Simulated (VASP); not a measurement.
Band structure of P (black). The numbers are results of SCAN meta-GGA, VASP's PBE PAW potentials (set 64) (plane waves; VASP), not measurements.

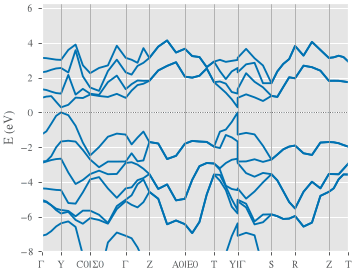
Figure: Bands along high-symmetry lines, zero at the valence-band maximum or, without a gap, the Fermi level

**Question.** Read the plot: is there a gap, and where are the band edges?

**Answer.** The gap is direct, 0.29 eV, from the valence maximum at Y to the conduction minimum at Y.

Measured: gap 0.35 eV (computed value off by -0.06 eV), as given by Das et al., (2018), arXiv:1807.05623.

The compound is P in the black structure. It was relaxed first, which changed the volume by +7 %.
